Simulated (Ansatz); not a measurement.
C2H6NO (charge +1)

| atom | x (Å) | y (Å) | z (Å) |
| --- | --- | --- | --- |
| C | -1.2680 | 0.6373 | 0.2318 |
| C | -0.4010 | -0.3249 | 0.0194 |
| N | -0.0498 | -1.5504 | -0.1589 |
| O | 1.4512 | 0.7027 | -0.1017 |
| H | -1.0076 | 1.7011 | 0.3017 |
| H | -2.3266 | 0.3365 | 0.3437 |
| H | 0.0702 | -1.9410 | -1.1056 |
| H | 0.3172 | -2.1213 | 0.6174 |
| H | 1.5239 | 1.3397 | -0.8432 |
| H | 1.6905 | 1.2203 | 0.6954 |

At this geometry the atoms fall into two loosely joined parts.

Computed with RKS PBE/def2-SVP in Ansatz 0.2.0.

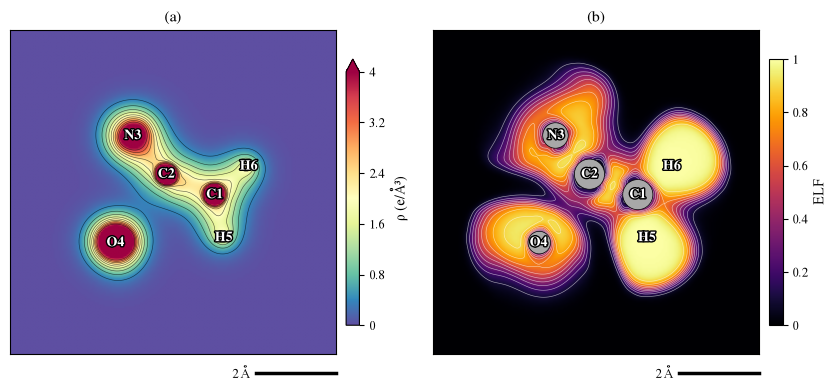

Figure 1. (a) electron density; (b) ELF on the plane of atoms C1, C2 and N3. Grey discs cover the atomic cores in the ELF map.

**What does the map show?**

- Atoms in the plane: C, N, O and H.
- C–N (1.29 Å): ρ at the midpoint is about 2.6 e/Å³; the ELF peaks at about 0.90 between the atoms: localised, covalent bonding.
- C–C (1.31 Å): the density is about 2.3 e/Å³ at the midpoint; the ELF peaks at about 0.90 between the atoms: a short, multiple covalent bond.
- C–H (1.10 Å): ρ at the midpoint is about 2 e/Å³; the ELF climbs to about 1 towards the hydrogen, as it does in any bond to H (a covalent bond by its length).
- The ELF also peaks beside O4 and N3, away from the bonds: lone-pair regions.

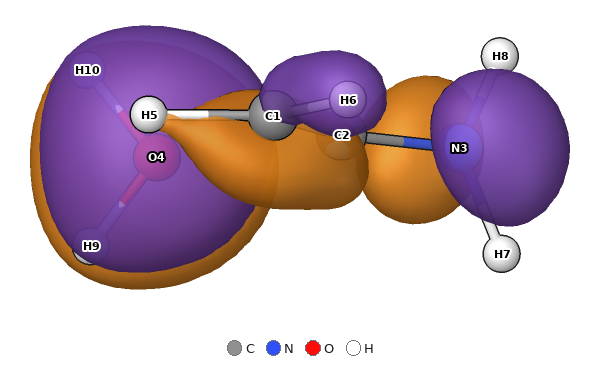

Figure 2. The HOMO−1 at ±0.1 Å⁻³ᐟ² (orange and purple are the two phases), seen from one side.

**Where does this orbital lie, and at what energy?**

It lies mainly on O4 (about 75 %) and N3 (about 5 %); largely a lone pair of O4. Its energy is −12.74 eV.

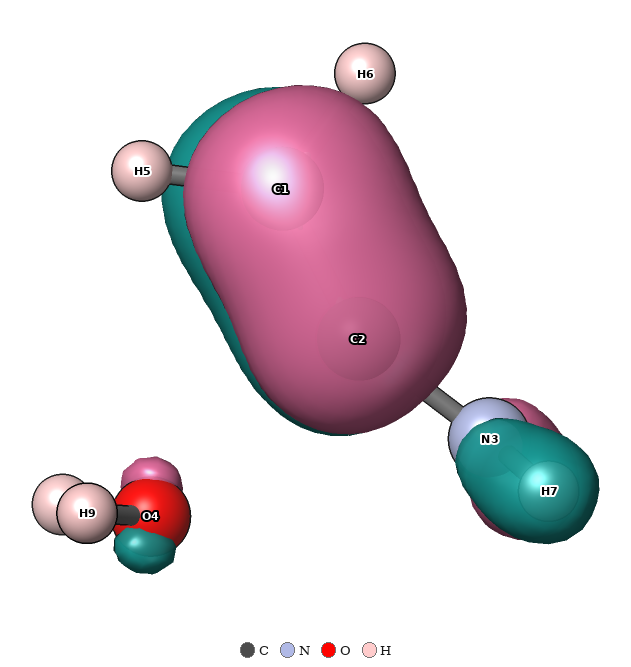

Figure 3. The HOMO at ±0.15 Å⁻³ᐟ² (teal and pink are the two phases), seen across its widest extent.

**What is the character of this orbital?**

Its weight (Hirshfeld) is mainly on C1 (about 40 %), C2 (about 40 %) and N3 (about 5 %); π-bonding across C1–C2. Its energy is −12.68 eV.
